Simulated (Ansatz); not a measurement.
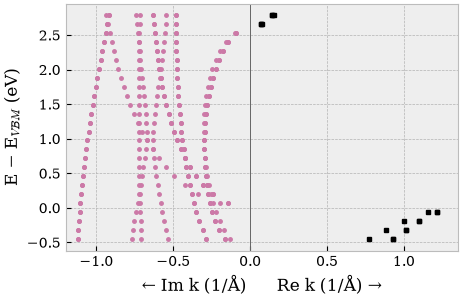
Complex bands at the centre of the two-dimensional zone; r2SCAN (Ansatz, a first-principles code)

The gap is the functional's own, uncorrected, and κ follows it; spin-orbit coupling is left out. Mid-gap means the computed energy nearest the middle.

Problem. This is KTaO3 (Pm-3m, cubic perovskite, 5 atoms a cell, 12.8 Å³ an atom) along the normal of (111). Read off the slowest decay at the centre of the two-dimensional zone at 1.36 eV, the computed energy nearest the middle of the gap.

Solution. κ ≈ 0.29 1/Å, a decay length 1/(2κ) of the density of 1.8 Å.
